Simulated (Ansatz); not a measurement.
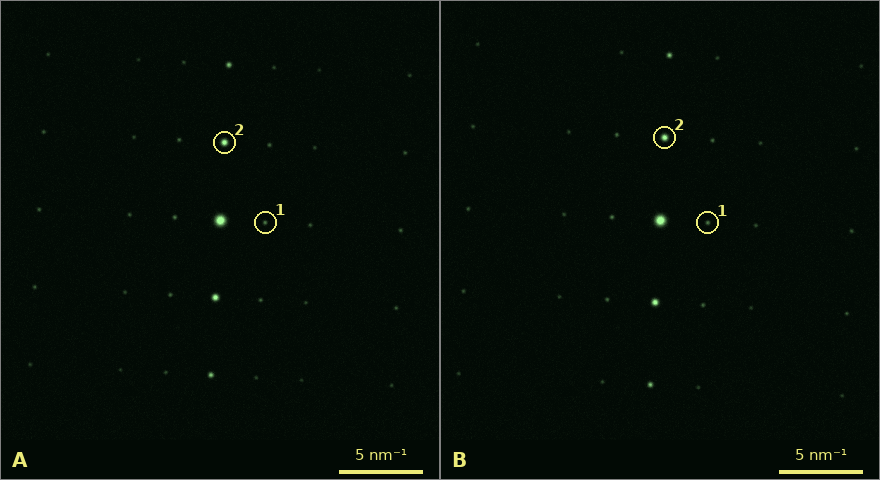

Kinematic electron diffraction patterns (200 kV, B = 0.5 Å², same scale) along [101] of the run's own cell, for the start and the end of one relaxation of Tl3As2 with Ansatz, DFT PBE, scalar-relativistic, plane waves, PAW. k mesh 12×12×12. The start is a generated model structure, and the relaxation ends in the nearest stationary point of its symmetry, not necessarily the ground state. Spot 1 is 0 -1 0 and spot 2 is 1 0 -1 in both.

Start structure:

```
Tl As
1.0
     2.01154    1.16137    9.32452
    -2.01154    1.16137    9.32452
     0.00000   -2.32273    9.32452
Tl As
3 2
Direct
  0.00000 0.00000 0.00000
  0.20950 0.20950 0.20950
  0.79050 0.79050 0.79050
  0.40000 0.40000 0.40000
  0.60000 0.60000 0.60000
```

> Which pattern belongs to the start structure, and which to the relaxed one?

B is the start: its cell gives d(1) = 3.457 Å, d(2) = 2.012 Å and an angle of 90.0°. A is the relaxed structure, with d(1) = 3.667 Å (+6.1 %), d(2) = 2.137 Å (+6.3 %) and 90.0°.

> Summarise the relaxation behind the change.

The volume changed by +7.3 % to 28.05 Å³ an atom; with the mean shift removed, the atoms moved by up to 0.06 Å relative to the cell (As most); the space group stayed R-3m (No. 166); the free energy fell by 35 meV an atom. Relaxed cell: a = 9.199 Å, b = 9.199 Å, c = 9.199 Å, α = 26.87°, β = 26.87°, γ = 26.87°.
